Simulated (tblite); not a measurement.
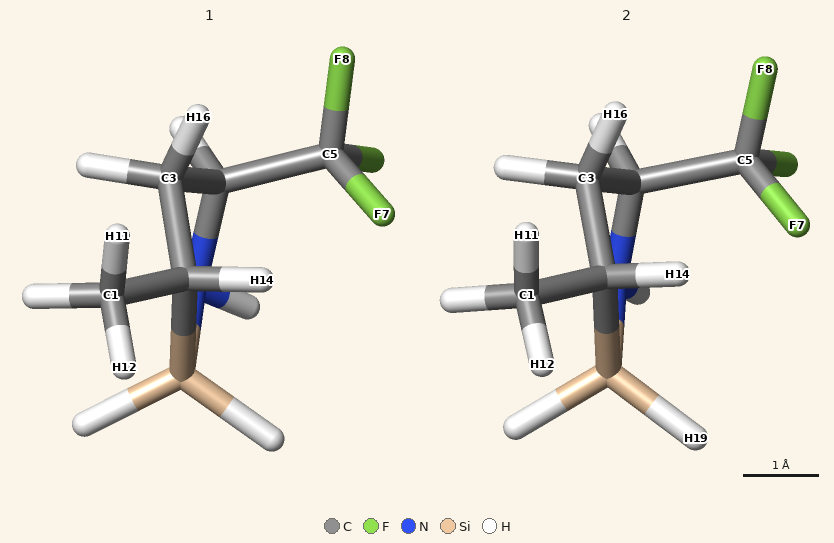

Two geometries of C5H10F3NSi, drawn at one scale. One is the start of a relaxation, the other its converged end. A stick model, seen from a free direction.

All numbers below come from GFN2-xTB geometry optimisation, gas phase in tblite. 

**Which geometry has the lower energy?**

Structure 2 is the relaxed one. The largest move after the best rigid fit is that of an H atom, 0.47 Å. By element the largest moves are H 0.47 Å, F 0.16 Å, Si 0.14 Å, N 0.09 Å, C 0.09 Å. Near-neighbour distances that change, for instance: C–N 1.516 → 1.434 Å, C–Si 1.931 → 1.909 Å, C–C 1.555 → 1.533 Å, C–H 1.106 → 1.087 Å. Bond angles that change, for instance: Si–N–H 109.6° → 124.8°, N–Si–H 107.7° → 115.9°, H–Si–H 117.5° → 112.7°. After 71 geometry steps the energy has fallen by 33.4 kJ/mol. The run took 0.63 s on 1 thread of Arm Neoverse V1, on a shared host.
